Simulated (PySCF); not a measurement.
SMILES Cl[Si](Cl)(Cl)N[SiH2]N at its B3LYP/def2-SVP optimised geometry (Å):

```
12

Si    -0.6999     0.5256     0.0000
Cl     1.3676     0.5256     0.0000
Cl    -1.2852    -0.3770    -1.7628
Cl    -1.3676     2.4799     0.0000
N     -1.3374    -0.2480     1.3817
Si    -1.0999    -1.8837     1.9885
N     -0.6102    -1.8159     3.6401
H     -1.9353     0.3516     1.9498
H     -2.3619    -2.6749     1.9924
H     -0.1365    -2.4799     1.0191
H      0.2731    -1.4056     3.9271
H     -0.9296    -2.5176     4.2998
```

Method: B3LYP/def2-TZVP (PySCF). Cells within 0.4 Å of a nucleus heavier than hydrogen are left out (blank, or x).

Map of the LUMO amplitude (bohr^(-3/2)) on the plane z = 0.0 Å; orbital energy -0.37 eV, overall sign arbitrary:

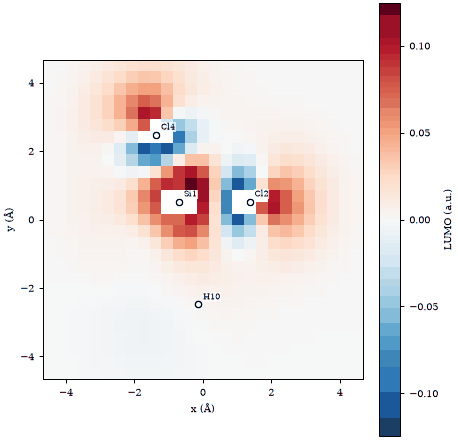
Figure. LUMO amplitude (bohr^(-3/2)) on the plane z = 0.0 Å.
